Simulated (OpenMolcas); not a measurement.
# Mo²⁺ among point charges: CASSCF levels and susceptibility

How does a field of 6 point charges split the states of Mo²⁺, and what χT follows?

Program: OpenMolcas 26.06. Level of theory: state-averaged CASSCF, spin-orbit coupling by RASSI with atomic mean-field integrals. These are calculated values, not measurements, unless marked.

1 further run of the same task is left out (it didn't finish).

## Step 1: The system

* Species: Mo²⁺ (molybdenum, Z = 42, 40 electrons)
* Basis: ANO-RCC-VDZP [6s5p3d1f], 43 functions
* Scalar Hamiltonian: DKH2, point nucleus
* Inactive shells: 1s 2s 2p 3s 3p 3d 4s 4p
* Active space: 4 electrons in 5 orbitals (4d)
* Some configurations of this space: 4d⁴
* Orbitals: optimised for each spin and parity, averaged over all roots

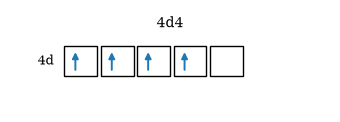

The shells outside the core, filled by Hund's rule for the drawing.

The ion sits among 6 point charges of -1 e arranged as a tetragonal octahedron (D4h), 1.96 Å from the ion, with the axial distance 2.038 Å. The active orbitals were held to one l.

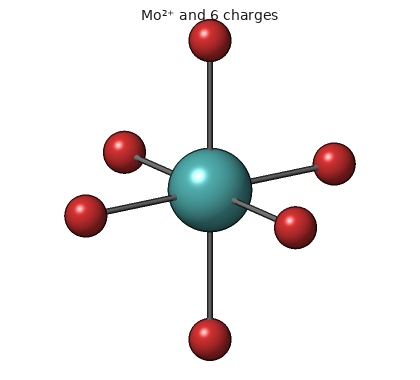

The ion and the point charges (red).

Each step is its own input file, run in one work folder so that later steps find the files of earlier ones. Labels, J, g values, rates, χT and fits are worked out afterwards by a script from the matrices that RASSI stores. The input lists half of the charges; inversion (Group=XYZ) makes the rest.

## Step 2: One- and two-electron integrals

Contents of a.inp:

```
&GATEWAY
Coord
1

Mo 0.0 0.0 0.0
Basis=ANO-RCC-VDZP
Group=XYZ
NoMove
AngMom=0.0 0.0 0.0
AMFI
XField
3 Angstrom 0
1.960000 0.000000 0.000000 -1.000000
0.000000 1.960000 0.000000 -1.000000
0.000000 0.000000 2.038400 -1.000000
&SEWARD
```

On the command line:

```console
$ OMP_NUM_THREADS=1 MOLCAS_MEM=1689 MOLCAS_PROJECT=a pymolcas a.inp > a.log
```

Standard output:

```text
Basis set label: MO.ANO-RCC...6S5P3D1F.

      Electronic valence basis set:
      ------------------
      Associated Effective Charge  42.000000 au
      Associated Actual Charge     42.000000 au
      Nuclear Model: Point charge

      Shell  nPrim  nBasis  Cartesian Spherical Contaminant
         s      21       6        X
         p      18       5        X
         d      13       3                 X
         f       6       1                 X
                  Relativistic Douglas-Kroll-Hess integrals:
                    - DKH order of Hamiltonian: 2
                    - DKH order of Properties : 0
                  Atomic mean-field integrals
```

## Step 3: Reference wave functions, quintets of even parity, 5 roots

Contents of a.inp:

```
&RASSCF
FileOrb=start.orb
Symmetry=1
Spin=5
nActEl=4 0 0
Inactive=9 9
Ras2=5 0
CIRoot=5 5 1
SDav=5
CIMx=300
Iter=120 100
PrWF=0.3
OrbListing=Nothing
MaxOrb=0
SupSym
1
15 4 5 6 7 8 10 11 12 13 14 17 18 19 20 21
0
>>> COPY $Project.JobIph JOB001
```

On the command line:

```console
$ OMP_NUM_THREADS=1 MOLCAS_MEM=1689 MOLCAS_PROJECT=a pymolcas a.inp > a.log
```

start.orb holds the contracted functions of the basis, ordered by shell, or the orbitals of the step before.

Standard output (excerpt; [...] marks lines left out):

```text
[...]
      Number of active orbitals                  5
[...]
      Spin quantum number                      2.0
[...]
      Active orbitals                            5   0
[...]
      Number of CSFs                             5
      Number of root(s) required                 5
[...]
      Convergence after  8 iterations
[...]
      Natural orbitals and occupation numbers for root  1
      sym 1:   1.000000   1.000000   1.000000   0.000000   1.000000
      Natural orbitals and occupation numbers for root  2
      sym 1:   1.000000   1.000000  -0.000000   1.000000   1.000000
      Natural orbitals and occupation numbers for root  3
      sym 1:   0.000000   1.000000   1.000000   1.000000   1.000000
::    RASSCF root number  1 Total energy:  -4048.15823786
::    RASSCF root number  2 Total energy:  -4048.14947184
::    RASSCF root number  3 Total energy:  -4048.11173961
::    RASSCF root number  4 Total energy:  -4048.10798180
::    RASSCF root number  5 Total energy:  -4048.10798180
```

## Step 4: Reference wave functions, triplets of even parity, 45 roots

Contents of a.inp:

```
&RASSCF
FileOrb=start.orb
Symmetry=1
Spin=3
nActEl=4 0 0
Inactive=9 9
Ras2=5 0
CIRoot=45 45 1
SDav=45
CIMx=300
Iter=120 100
PrWF=0.3
OrbListing=Nothing
MaxOrb=0
SupSym
1
15 4 5 6 7 8 10 11 12 13 14 17 18 19 20 21
0
>>> COPY $Project.JobIph JOB002
```

Standard output (excerpt; [...] marks lines left out):

```text
[...]
      Number of active orbitals                  5
[...]
      Spin quantum number                      1.0
[...]
      Active orbitals                            5   0
[...]
      Number of CSFs                            45
      Number of root(s) required                45
[...]
      Convergence after  7 iterations
[...]
      Natural orbitals and occupation numbers for root  1
      sym 1:   1.926376   1.001205   0.022605   0.998532   0.051282
      Natural orbitals and occupation numbers for root  2
      sym 1:   1.001205   1.926376   0.051282   0.998532   0.022605
      Natural orbitals and occupation numbers for root  3
      sym 1:   0.999999   0.999999   0.018150   1.908833   0.073019
::    RASSCF root number  1 Total energy:  -4048.12344403
::    RASSCF root number  2 Total energy:  -4048.12344403
::    RASSCF root number  3 Total energy:  -4048.12028243
[...]
::    RASSCF root number 27 Total energy:  -4048.02099426
::    RASSCF root number 28 Total energy:  -4048.02099426
::    RASSCF root number 29 Total energy:  -4048.01849957
::    RASSCF root number 30 Total energy:  -4048.01651208
```

## Step 5: CASSCF: singlets of even parity, 50 roots

Contents of a.inp:

```
&RASSCF
FileOrb=start.orb
Symmetry=1
Spin=1
nActEl=4 0 0
Inactive=9 9
Ras2=5 0
CIRoot=50 50 1
SDav=50
CIMx=300
Iter=120 100
PrWF=0.3
OrbListing=Nothing
MaxOrb=0
SupSym
1
15 4 5 6 7 8 10 11 12 13 14 17 18 19 20 21
0
>>> COPY $Project.JobIph JOB003
```

On the command line:

```console
$ OMP_NUM_THREADS=1 MOLCAS_MEM=1689 MOLCAS_PROJECT=a pymolcas a.inp > a.log
```

Standard output (excerpt; [...] marks lines left out):

```text
[...]
      Number of active orbitals                  5
[...]
      Spin quantum number                      0.0
[...]
      Active orbitals                            5   0
[...]
      Number of CSFs                            50
      Number of root(s) required                50
[...]
      Convergence after  7 iterations
[...]
      Natural orbitals and occupation numbers for root  1
      sym 1:   1.894389   0.982372   0.076902   0.031915   1.014422
      Natural orbitals and occupation numbers for root  2
      sym 1:   0.982372   1.894389   0.076902   0.031915   1.014422
      Natural orbitals and occupation numbers for root  3
      sym 1:   0.998011   0.998011   0.036710   0.109251   1.858018
::    RASSCF root number  1 Total energy:  -4048.08872178
::    RASSCF root number  2 Total energy:  -4048.08872178
::    RASSCF root number  3 Total energy:  -4048.08586186
[...]
::    RASSCF root number 27 Total energy:  -4047.98609205
::    RASSCF root number 28 Total energy:  -4047.98136795
::    RASSCF root number 29 Total energy:  -4047.97240061
::    RASSCF root number 30 Total energy:  -4047.97240061
```

## Step 6: RASSI: spin-orbit coupling between the states

Contents of a.inp:

```
&RASSI
NrOfJobIphs=3 5 45 50
1 2 3 4 5
1 2 3 4 5 6 7 8 9 10 11 12 13 14 15 16 17 18 19 20 21 22 23 24 25 26 27
28 29 30 31 32 33 34 35 36 37 38 39 40 41 42 43 44 45
1 2 3 4 5 6 7 8 9 10 11 12 13 14 15 16 17 18 19 20 21 22 23 24 25 26 27
28 29 30 31 32 33 34 35 36 37 38 39 40 41 42 43 44 45 46 47 48 49 50
IphNames
JOB001
JOB002
JOB003
EJob
SpinOrbit
DIPRint=1.0
SOCoupling=1000.0
Subsets=2
Property=9
'ANGMOM' 1 'ANGMOM' 2 'ANGMOM' 3 'MLTPL  1' 1 'MLTPL  1' 2 'MLTPL  1' 3
'AMFI' 1 'AMFI' 2 'AMFI' 3
SOProperty=3
'ANGMOM' 1 'ANGMOM' 2 'ANGMOM' 3
```

Standard output:

```text
SPIN-FREE ENERGIES:
  (Shifted by EMIN (a.u.) =      -4048.1582378600)

 SF State       Relative EMIN(au)   Rel lowest level(eV)    D:o, cm**(-1)      L_eff

     1             0.0000000000        0.0000000000              0.0000         2.0
     2             0.0087660224        0.2385356203           1923.9195         2.0
     6             0.0347938308        0.9467883689           7636.3632         4.0
     7             0.0347938308        0.9467883689           7636.3632         4.0
     8             0.0379554344        1.0328199850           8330.2550         4.0
     3             0.0464982463        1.2652817401          10205.1855         2.0
     4             0.0502560561        1.3675369527          11029.9294         2.0
     5             0.0502560561        1.3675369527          11029.9294         2.0
    51             0.0695160773        1.8916288303          15257.0154         4.8
    52             0.0695160773        1.8916288303          15257.0154         4.8
     9             0.0698184878        1.8998578398          15323.3869         4.8
    10             0.0717882335        1.9534573503          15755.6961         3.8
    53             0.0723759982        1.9694512429          15884.6955         4.7
    54             0.0725037112        1.9729264908          15912.7253         5.2
    11             0.0741553872        2.0178708838          16275.2263         4.8
    12             0.0750628664        2.0425646492          16474.3949         3.8
    13             0.0750628664        2.0425646492          16474.3949         3.8
    55             0.0763899182        2.0786755684          16765.6491         5.2
    15             0.0765788960        2.0838179173          16807.1250         3.8
    14             0.0765788960        2.0838179173          16807.1250         3.8
    16             0.0791158145        2.1528509869          17363.9142         3.9
    17             0.0844022514        2.2967022629          18524.1530         3.0
    18             0.0852225954        2.3190249593          18704.1977         4.1
    56             0.0947273375        2.5776621700          20790.2475         4.0
    19             0.0974500310        2.6517504322          21387.8096         3.4
    20             0.1007969228        2.7428239982          22122.3675         3.4
    57             0.1052399735        2.8637255673          23097.5044         5.2
    58             0.1052399735        2.8637255673          23097.5044         5.2
    59             0.1060926382        2.8869277546          23284.6426         5.8
    60             0.1096365952        2.9833637395          24062.4513         5.2
    21             0.1097842357        2.9873812406          24094.8547         4.4
    22             0.1105599085        3.0084883743          24265.0952         4.2
    23             0.1105599085        3.0084883743          24265.0952         4.2
    61             0.1124045111        3.0586825671          24669.9386         4.8
    62             0.1140889724        3.1045190953          25039.6352         5.0
    63             0.1140889724        3.1045190953          25039.6352         5.0
    24             0.1156314923        3.1464931992          25378.1791         4.2
    25             0.1198837256        3.2622023618          26311.4365         4.2
    26             0.1198837256        3.2622023618          26311.4365         4.2
    27             0.1205294584        3.2797736462          26453.1584         3.7
Eigenvalues of complex Hamiltonian:
   -----------------------------------
  (Shifted by EMIN (a.u.) =      -4048.1582378600)

 SO State       Relative EMIN(au)   Rel lowest level(eV)    D:o, cm**(-1)     J-value

     1            -0.0009466937        0.0000000000              0.0000         1.5
     2            -0.0009248375        0.0005947399              4.7969         1.5
     3            -0.0005472972        0.0108681341             87.6574         2.1
     4            -0.0005472972        0.0108681341             87.6574         2.1
     5            -0.0004168088        0.0144189045            116.2963         2.3
     6             0.0077080722        0.2355081781           1899.5016         2.8
     7             0.0078621713        0.2397014281           1933.3224         2.7
     8             0.0078621713        0.2397014281           1933.3224         2.7
     9             0.0082934645        0.2514375148           2027.9803         2.3
    10             0.0083021895        0.2516749348           2029.8952         2.3
    11             0.0327378087        0.9166020075           7392.8938         3.4
    12             0.0336083643        0.9402910315           7583.9586         3.4
    13             0.0343461028        0.9603659193           7745.8735         3.6
    14             0.0343461028        0.9603659194           7745.8735         3.6
    15             0.0354632143        0.9907640709           7991.0511         3.5
    16             0.0357179072        0.9976946185           8046.9498         3.4
    17             0.0378749927        1.0563919032           8520.3753         2.9
    18             0.0378749927        1.0563919031           8520.3753         2.9
    19             0.0381674388        1.0643497692           8584.5598         2.8
    20             0.0453953393        1.2610309613          10170.9006         1.9
    21             0.0454443641        1.2623649930          10181.6603         1.8
    22             0.0454443641        1.2623649931          10181.6603         1.8
    23             0.0456464805        1.2678648610          10226.0197         1.4
    24             0.0456682554        1.2684573860          10230.7988         1.4
    25             0.0483058859        1.3402309683          10809.6918         2.3
    26             0.0483058859        1.3402309683          10809.6918         2.3
    27             0.0491817029        1.3640631622          11001.9114         3.1
    28             0.0492582177        1.3661452369          11018.7044         2.9
    29             0.0499137154        1.3839822367          11162.5695         3.1
    30             0.0499137154        1.3839822367          11162.5695         3.1
    31             0.0503301789        1.3953147859          11253.9727         2.8
    32             0.0508274939        1.4088474183          11363.1208         3.1
    33             0.0512062658        1.4191543251          11446.2516         2.5
    34             0.0512062658        1.4191543251          11446.2516         2.5
    35             0.0664831656        1.8348599481          14799.1435         4.1
    36             0.0664831656        1.8348599482          14799.1435         4.1
    37             0.0679925247        1.8759317004          15130.4096         3.8
    38             0.0693187082        1.9120189930          15421.4732         4.4
    39             0.0697700278        1.9243000226          15520.5264         4.4
    40             0.0697700277        1.9243000222          15520.5264         4.4
    41             0.0709570142        1.9565995681          15781.0398         3.6
Weights of the five most important spin-orbit-free states for each spin-orbit state.

 SO State  Total energy (au)           Spin-free states, spin, and weights
 -------------------------------------------------------------------------------------------------------
    1        -0.000947       1 2.0  0.9776    7 1.0  0.0063    6 1.0  0.0063    3 2.0  0.0049    2 2.0  0.0011
    2        -0.000925       1 2.0  0.9800    7 1.0  0.0060    6 1.0  0.0060    3 2.0  0.0049   28 1.0  0.0006
    3        -0.000547       1 2.0  0.9890    6 1.0  0.0056    3 2.0  0.0013    5 2.0  0.0012    2 2.0  0.0006
    4        -0.000547       1 2.0  0.9890    7 1.0  0.0056    3 2.0  0.0013    4 2.0  0.0012    2 2.0  0.0006
    5        -0.000417       1 2.0  0.9926    6 1.0  0.0017    7 1.0  0.0017    5 2.0  0.0008    4 2.0  0.0008
    6         0.007708       2 2.0  0.9702    8 1.0  0.0145    5 2.0  0.0034    4 2.0  0.0034    1 2.0  0.0020
    7         0.007862       2 2.0  0.9762    8 1.0  0.0108    4 2.0  0.0029    5 2.0  0.0029    7 1.0  0.0018
    8         0.007862       2 2.0  0.9762    8 1.0  0.0108    5 2.0  0.0029    4 2.0  0.0029    6 1.0  0.0018
    9         0.008293       2 2.0  0.9901    7 1.0  0.0030    6 1.0  0.0030    5 2.0  0.0011    4 2.0  0.0011
   10         0.008302       2 2.0  0.9897    7 1.0  0.0028    6 1.0  0.0028    5 2.0  0.0010    4 2.0  0.0010
   11         0.032738       6 1.0  0.4367    7 1.0  0.4367    8 1.0  0.0835    1 2.0  0.0121    2 2.0  0.0099
   12         0.033608       6 1.0  0.4900    7 1.0  0.4900    1 2.0  0.0122   15 1.0  0.0018   14 1.0  0.0018
```

These steps: 22 s of run time, 1 thread of Intel Xeon Platinum 8559C (Emerald Rapids), shared host.

States without spin-orbit coupling:

```csv
state,degeneracy,E (cm-1),free-ion L (%)
5B1,1,0,D (100)
5A1,1,1924,D (100)
3E,2,7636,H (44)
3A2,1,8330,H (46)
5B2,1,10205,D (100)
5E,2,11030,D (100)
1E,2,15257,G (51)
3B1,1,15323,H (85)
3A2,1,15756,H (41)
1B2,1,15885,G (55)
1A1,1,15913,I (68)
3A1,1,16275,H (84)
3E,2,16474,H (43)
1B1,1,16766,I (70)
3E,2,16807,H (40)
3B2,1,17364,F (55)
3B1,1,18524,F (93)
3A1,1,18704,G (92)
1A1,1,20790,G (41)
3B1,1,21388,G (50)
3A1,1,22122,G (65)
1E,2,23098,I (60)
1B1,1,23285,I (91)
1B2,1,24062,I (63)
```

With spin-orbit coupling:

```
E (cm-1)  Degeneracy  Label  2S+1               g
     0.0           1     A1     5                
     4.8           1     A2     5                
    87.7           2      E     5  0.00 0.00 3.70
   116.3           1     B1     5                
    1900           1     A1     5                
    1933           2      E     5  0.00 0.00 3.98
    2028           1     B2     5                
    2030           1     B1     5                
    7393           1     A1     3                
    7584           1     A2     3                
    7746           2      E     3  0.00 0.00 2.00
    7991           1     B2     3                
    8047           1     B1     3                
    8520           2      E     3  0.00 0.00 3.54
    8585           1     A1     3                
   10171           1     B2     5                
   10182           2      E     5  0.00 0.00 4.00
   10226           1     A1     5                
   10231           1     A2     5                
   10810           2      E     5  0.00 0.00 5.96
   11002           1     A1     5                
   11019           1     A2     5                
   11163           2      E     5  0.00 0.00 1.33
   11254           1     B1     5
```

The table of states holds 24 of 76 computed; the rest, higher up, is left out. Principal g values are given for doublets only; a zero marks a field direction without first-order Zeeman splitting.

Powder χT (cm³ K/mol): 0.96 at 2 K, 1.56 at 5 K, 1.81 at 10 K, 2.01 at 20 K, 2.39 at 50 K, 2.63 at 100 K, 2.71 at 150 K, 2.74 at 200 K, 2.76 at 250 K, 2.78 at 300 K.

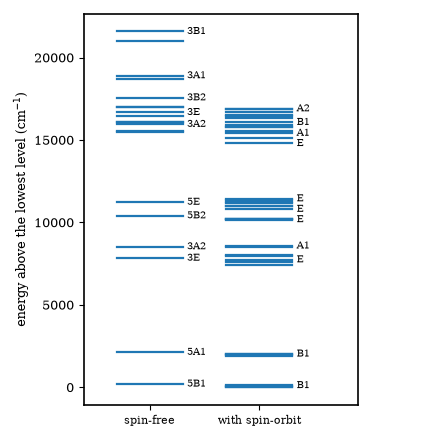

The states in the field without (left) and with (right) spin-orbit coupling.

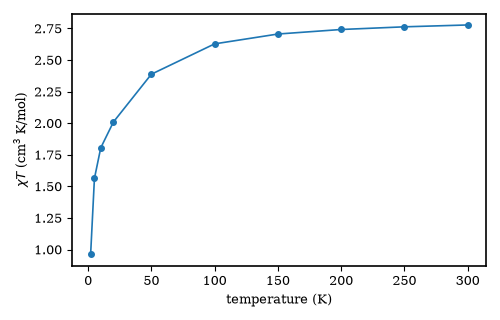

χT against temperature.

## Step 7: Summary of results

| quantity | value |
| --- | --- |
| method | CASSCF |
| spin-free ground state | 5B1, 1-fold in its orbital part |
| first state of the same spin within the active space | 5A1 at 1920 cm⁻¹ |
| lowest level | 1-fold A1 |
| next level | 4.8 cm⁻¹ |
| χT at 300 K | 2.78 cm³ K/mol |
| effective moment at 300 K | 4.71 μB |

**Reading.** The spin-free ground state (5B1) comes to 100 % from free-ion D terms and keeps the highest spin of the shell. χT at 300 K is 2.78, against 3.01 cm³ K/mol for the spin alone; near agreement at one temperature doesn't show that the orbital moment is quenched. An active space of the d shell alone favours high spin; real ions in strong fields can be low spin. The field of point charges can differ much from that of real complexes. With metal d orbitals alone active, the gaps between spin states are rough; where two lie within a few thousand cm-1, their order is open. Point charges carry no covalency, so the field is a model and not that of real ligands.
